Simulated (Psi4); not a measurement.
**r2SCAN/def2-SVP run of Si2H4ClF (SMILES F[SiH]([SiH3])Cl)**

Aim: the energy change on altering one bond length of Si2H4ClF at r2SCAN/def2-SVP, from 2 runs. 

The calculation is run with Psi4 1.11.

### 1 The molecule

The species is Si2H4ClF (8 atoms), meant as a singlet with charge 0. As SMILES, `F[SiH]([SiH3])Cl`. The coordinates come from a PBE0-D4/def2-TZVP relaxation.

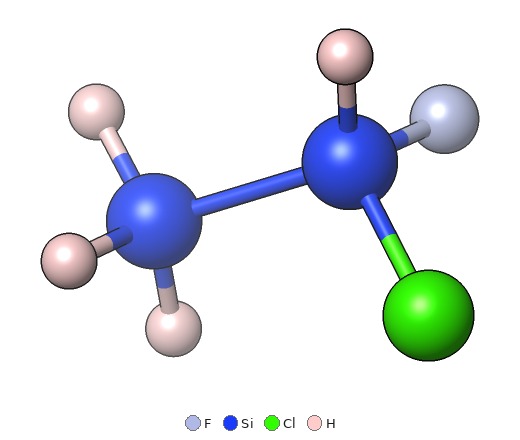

Viewed from a chosen angle; fluorine light blue, silicon blue, chlorine green, hydrogen pink.

### 2 The energy at r2SCAN/def2-SVP

Contents of job.json:

```json
{
 "schema_name": "qcschema_input",
 "schema_version": 1,
 "molecule": {
  "schema_name": "qcschema_molecule",
  "schema_version": 2,
  "symbols": ["F", "Si", "Si", "Cl", "H", "H", "H", "H"],
  "geometry": [-2.51144602, 3.3954599, 0.30462385, -0.72357613, 1.53596939, -1.26177013, 1.01856238, -1.49855282, 1.4386485, -2.89902885, -0.24585337, -3.92288246, 1.12741061, 3.12825263, -2.63106568, 2.56190171, -0.24774309, 3.42475066, 2.65223062, -3.20081811, -0.08390384, -1.05182156, -2.97461789, 2.62596342],
  "molecular_charge": 0,
  "molecular_multiplicity": 1,
  "fix_symmetry": "c1",
  "fix_com": true,
  "fix_orientation": true
 },
 "driver": "energy",
 "model": {
  "method": "r2scan",
  "basis": "def2-SVP"
 },
 "keywords": {
  "reference": "rks",
  "puream": true,
  "e_convergence": 1e-09,
  "d_convergence": 1e-08,
  "scf_type": "pk",
  "dft_radial_points": 99,
  "dft_spherical_points": 590,
  "scf_properties": ["MAYER_INDICES", "LOWDIN_CHARGES", "QUADRUPOLE"]
 }
}
```

The run is started by

```console
$ psi4 --qcschema job.json -n 1 --memory 2200MB
```

stdout:

```text
[...]
  Running in c1 symmetry.
[...]
  Nuclear repulsion =  276.204993575526203
[...]
  Multiplicity = 1
[...]
  Nalpha       = 29
  Nbeta        = 29
[...]
    Number of basis functions: 88
[...]
   @RKS iter   1: -1140.92341489063892   -2.70513e-01   4.62462e-03 ADIIS/DIIS
[...]
   @RKS iter  11: -1140.99785769973323   -5.68434e-12   6.30650e-09 DIIS
[...]
    Orbital Energies [Eh]
    ---------------------
    Doubly Occupied:
       1A   -101.173821     2A    -65.893696     3A    -65.823755
       4A    -24.496910     5A     -9.375740     6A     -7.123905
       7A     -7.117841     8A     -7.117349     9A     -5.279993
      10A     -5.219943    11A     -3.627312    12A     -3.625060
      13A     -3.621892    14A     -3.564429    15A     -3.564080
      16A     -3.564010    17A     -1.137818    18A     -0.798602
      19A     -0.546966    20A     -0.498877    21A     -0.430200
      22A     -0.422099    23A     -0.409899    24A     -0.356091
      25A     -0.343827    26A     -0.338621    27A     -0.326716
      28A     -0.312633    29A     -0.273377
[...]
  @RKS Final Energy: -1140.99785769973323
   => Energetics <=
    Nuclear Repulsion Energy =            276.2049935755262027
    One-Electron Energy =               -2129.4437606293258796
    Two-Electron Energy =                 794.2220012677594241
    DFT Exchange-Correlation Energy =     -81.9810919136930778
    Empirical Dispersion Energy =           0.0000000000000000
    VV10 Nonlocal Energy =                  0.0000000000000000
    Total Energy =                      -1140.9978576997332311
[...]
 Multipole Moments:
 ------------------------------------------------------------------------------------
     Multipole            Electronic (a.u.)      Nuclear  (a.u.)        Total (a.u.)
 ------------------------------------------------------------------------------------
 L = 1.  Multiply by 2.5417464519 to convert [e a0] to [Debye]
 Dipole X            :         63.0168988          -62.4669758            0.5499231
 Dipole Y            :        -23.7787493           23.6085373           -0.1702120
 Dipole Z            :         58.3040741          -58.1353454            0.1687287
 Magnitude           :                                                    0.5998807
 L = 2.  Multiply by 1.3450342976 to convert [e a0^2] to [Debye ang]
 Quadrupole XX       :       -273.0954225          237.4700059          -35.6254166
 Quadrupole XY       :        105.2427349         -104.0281693            1.2145656
[...]
```

The result, in JSON:

```text
{
 "driver": "energy",
 "model": {
  "method": "r2scan",
  "basis": "def2-SVP"
 },
 "success": true,
 "return_result": -1140.9978576997332,
 "properties": {
  "calcinfo_nbasis": 88,
  "calcinfo_nmo": 88,
  "calcinfo_nalpha": 29,
  "calcinfo_nbeta": 29,
  "calcinfo_natom": 8,
  "nuclear_repulsion_energy": 276.2049935755262,
  "return_energy": -1140.9978576997332,
  "scf_one_electron_energy": -2129.443760629326,
  "scf_two_electron_energy": 794.2220012677594,
  "scf_xc_energy": -81.98109191369308,
  "scf_dipole_moment": [0.5499230916721629, -0.17021198044029262, 0.16872867085356802],
  "scf_total_energy": -1140.9978576997332,
  "scf_iterations": 11
 }
}
```

It took 31 s on 1 thread of Intel Xeon Platinum 8488C (Sapphire Rapids), shared host; peak memory 1.3 GiB.

### 3 The distorted shape, same level

Contents of job.py:

```python
import psi4

psi4.set_memory('2200 MB')
psi4.set_num_threads(1)
psi4.core.set_output_file('output.dat', False)

m = psi4.geometry("""
0 1
F
Si 1 1.597009
Si 2 2.338917 1 109.84143
Cl 2 2.048743 1 107.90538 3 118.69745
H 2 1.7036 1 107.16541 4 115.25128
H 3 1.48651 2 110.04862 1 -60.71733
H 3 1.485918 6 109.49091 2 118.94799
H 3 1.484997 7 109.86345 6 -120.78484
symmetry c1
no_reorient
no_com
""")

psi4.set_options({
    'reference': 'rks',
    'puream': True,
    'e_convergence': 1e-09,
    'd_convergence': 1e-08,
    'scf_type': 'pk',
    'dft_radial_points': 99,
    'dft_spherical_points': 590,
})

result, w = psi4.energy("r2scan/def2-SVP", return_wfn=True)
psi4.oeprop(w, "DIPOLE", "LOWDIN_CHARGES", "WIBERG_LOWDIN_INDICES")
print(f'r2scan/def2-SVP energy: {result:.10f} Eh')
```

The run is started by

```console
$ python job.py
```

output.dat:

```text
[...]
  Running in c1 symmetry.
[...]
  Nuclear repulsion =  275.122504466598627
[...]
  Multiplicity = 1
[...]
  Nalpha       = 29
  Nbeta        = 29
[...]
    Number of basis functions: 88
[...]
   @RKS iter   1: -1140.91283484217092   -3.06604e-01   4.62746e-03 ADIIS/DIIS
[...]
   @RKS iter  11: -1140.98658103199318   -1.11413e-11   7.28591e-09 DIIS
[...]
    Orbital Energies [Eh]
    ---------------------
    Doubly Occupied:
       1A   -101.177044     2A    -65.906606     3A    -65.827504
       4A    -24.501019     5A     -9.378907     6A     -7.127133
       7A     -7.120946     8A     -7.120536     9A     -5.289631
      10A     -5.223527    11A     -3.636879    12A     -3.634721
      13A     -3.632024    14A     -3.568156    15A     -3.567597
      16A     -3.567544    17A     -1.141440    18A     -0.801262
      19A     -0.546922    20A     -0.498499    21A     -0.428806
      22A     -0.420295    23A     -0.412728    24A     -0.351952
      25A     -0.345995    26A     -0.335965    27A     -0.329216
      28A     -0.313815    29A     -0.271706
[...]
  @RKS Final Energy: -1140.98658103199318
   => Energetics <=
    Nuclear Repulsion Energy =            275.1225044665986275
    One-Electron Energy =               -2127.1045513597782701
    Two-Electron Energy =                 792.9242542633468247
    DFT Exchange-Correlation Energy =     -81.9287884021602650
    Empirical Dispersion Energy =           0.0000000000000000
    VV10 Nonlocal Energy =                  0.0000000000000000
    Total Energy =                      -1140.9865810319931825
[...]
 Multipole Moments:
 ------------------------------------------------------------------------------------
     Multipole            Electronic (a.u.)      Nuclear  (a.u.)        Total (a.u.)
 ------------------------------------------------------------------------------------
 L = 1.  Multiply by 2.5417464519 to convert [e a0] to [Debye]
 Dipole X            :          3.5433585           -3.7864269           -0.2430684
 Dipole Y            :          6.4273073           -6.8685295           -0.4412222
 Dipole Z            :         -3.5229280            3.8464012            0.3234733
 Magnitude           :                                                    0.5986604
[...]
```

On the terminal:

```text
r2scan/def2-SVP energy: -1140.9865810320 Eh
```

Run time: 31 s. Hardware: 1 thread of Intel Xeon Platinum 8488C (Sapphire Rapids), shared host; peak memory 1.3 GiB.

### 4 Summary of results

Level: r2SCAN/def2-SVP.

```
                                                          quantity           value
                                         first shape: total energy  -1140.99786 Eh
                                        first shape: dipole moment          1.52 D
                                          first shape: HOMO energy        -7.44 eV
                                          first shape: LUMO energy        -0.91 eV
                                        first shape: HOMO–LUMO gap         6.53 eV
                                     distorted shape: total energy  -1140.98658 Eh
                                    distorted shape: dipole moment          1.52 D
                                      distorted shape: HOMO energy        -7.39 eV
                                      distorted shape: LUMO energy        -1.01 eV
                                    distorted shape: HOMO–LUMO gap         6.39 eV
energy change with the Si2–H5 bond stretched from 1.481 to 1.704 Å        0.307 eV
```

With the Si2–H5 bond stretched from 1.481 to 1.704 Å the energy rises by 0.31 eV (7.1 kcal/mol). The first shape isn't relaxed at this level, so the change isn't measured from a minimum.
